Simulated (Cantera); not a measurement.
A closed system holds: 1 mol NH3, 2.7 mol O2, 2.2 mol N2, held at 4.90 bar.

Method: chemical equilibrium by Gibbs-energy minimisation in Cantera with the NASA 1993 tables (ideal gas, pure condensed phases). Candidate condensed phases: H2O; 24 gas species. Equilibrium is a limit: real reactors are often held back by kinetics, nucleation or transport.

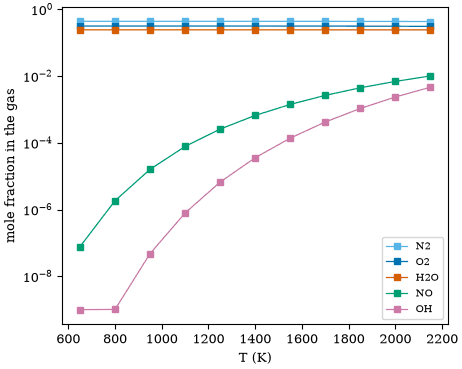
Figure. Equilibrium gas composition (values under 1e-9 drawn at 1e-9)

From 650 K to 2150 K nothing is condensed.
